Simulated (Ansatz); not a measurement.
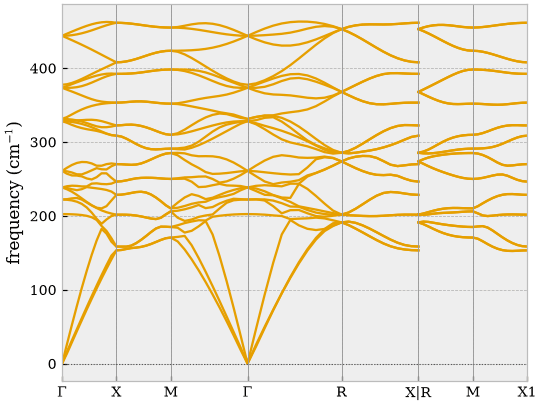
Figure. Phonon dispersion of CoSi in space group P2_13 (No. 198; Co on 4a, Si on 4a), LDA (plane waves, PAW; program Ansatz); imaginary frequencies are drawn negative

Is this phase dynamically stable?

Yes, on this path no branch is imaginary.

How high does the spectrum reach?

About 460 cm⁻¹ (13.9 THz).

The cell was relaxed with LDA under the symmetry of its start. The run is not spin-polarised. As this level gives no gap, phonon frequencies hold no LO–TO term and depend on the k-mesh and smearing (Fermi–Dirac, 0.1 eV here).

Potentials: the later of the program's two PAW sets.
